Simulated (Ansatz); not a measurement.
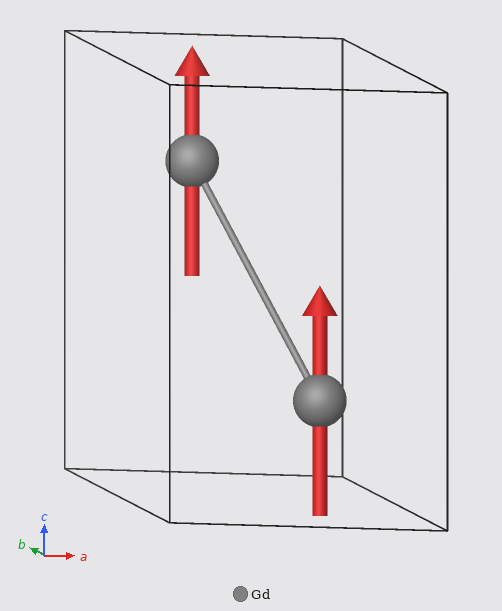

The image is a ball-and-stick drawing of a crystal, viewed slightly off an axis. The simulation cell is drawn as a box. Arrows are the site magnetic moments above 0.25 μB; longer means larger, and red and blue are up and down (without spin-orbit coupling the axis itself is arbitrary).

This is the state reached for Gd. Run with DFT PBEsol, scalar-relativistic, plane waves, PAW in Ansatz 0.2.0 and these settings: a cutoff energy of 420 eV, the zone sampled with 14×14×8 points, Gaussian smearing of 0.05 eV, collinear spins.

Q: What order do the moments form, and how large are they?

A: Ferromagnetic (within this cell). Site moments: 2 Gd +7.4 μB. The net spin moment of the whole cell is 15.3 μB, including what lies between the atoms and on sites without an arrow.

The initial geometry was the standard structure of this element. The geometry was optimised with DFT PBEsol, scalar-relativistic, plane waves, PAW in Ansatz 0.2.0.
